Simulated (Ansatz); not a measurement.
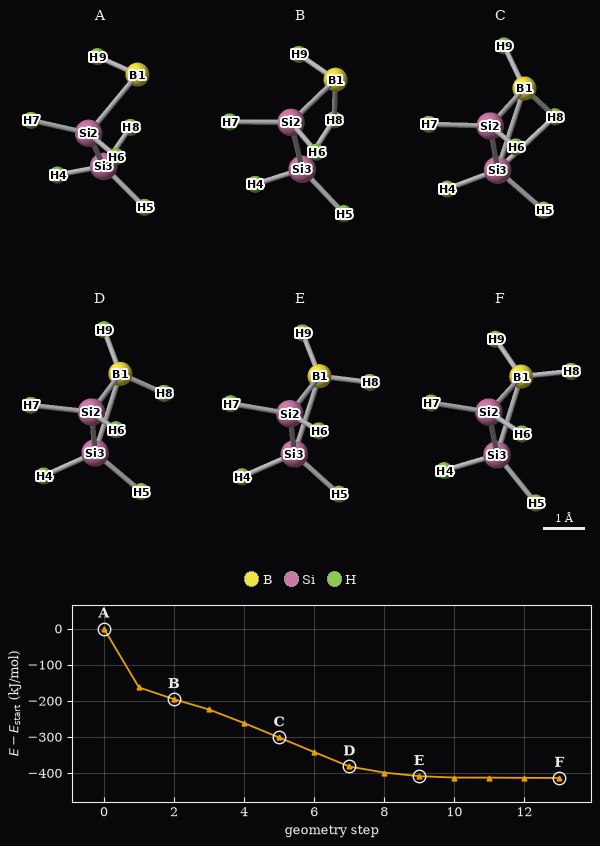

Frames of a relaxation of BSi₂H₆ (charge −1), marked on the history of the run. The picture is a ball-and-stick view, seen from a free direction.

It is one of the separated reactants of a reaction.

Computed with RKS PBE-D4/def2-SVPD (Ansatz). Settings: force threshold 0.03 eV/Å; at most 250 steps.

Question: What happens along the run?

Answer: H8 moves most after the best rigid fit: 1.66 Å. Largest moves by element: H 1.66 Å, B 0.65 Å, Si 0.30 Å. Some distances before and after: Si3–H8 1.347 → 2.773 Å, B1–H8 1.712 → 1.228 Å, B1–Si3 2.435 → 2.050 Å, Si2–Si3 2.006 → 2.333 Å. New bonds form, among them: B1–H8 (1.71 → 1.23 Å). Bonds break, among them: Si3–H8 (1.35 → 2.77 Å). Bond angles that change, for instance: Si2–B1–H9 90.5° → 117.7°, B1–Si2–Si3 68.0° → 55.3°, H4–Si3–H5 117.1° → 107.3°. Groups turn about B1–Si2 by about 25°. Over 13 geometry steps the energy falls by 413.4 kJ/mol. The largest force component goes from 4.3 to 0.028 eV/Å. Cost: 11 s on 2 threads of AMD EPYC 9R45 96-Core, on a shared host. From step 0 to 2: Si and H atoms move most (0.30 Å), energy −195.4 kJ/mol. From step 2 to 5: H8 moves most (0.54 Å), energy −106.0 kJ/mol. From step 5 to 7: H8 moves most (0.39 Å), energy −80.3 kJ/mol. From step 7 to 9: H8 moves most (0.38 Å), energy −26.8 kJ/mol. From step 9 to 13: H5 moves most (0.31 Å), energy −4.87 kJ/mol.

| step | E − E(0), kJ/mol | largest force component, eV/Å |
| --- | --- | --- |
| 0 | 0.00 | 4.2640 |
| 1 | -162.74 | 1.5829 |
| 2 | -195.39 | 1.0899 |
| 3 | -223.88 | 1.1078 |
| 4 | -261.41 | 1.3678 |
| 5 | -301.38 | 1.7501 |
| 6 | -341.69 | 1.7205 |
| 7 | -381.70 | 0.7504 |
| 8 | -398.56 | 0.9661 |
| 9 | -408.53 | 0.2740 |
| 10 | -412.39 | 0.1427 |
| 11 | -412.55 | 0.1137 |
| 12 | -413.16 | 0.0839 |
| 13 | -413.40 | 0.0282 |
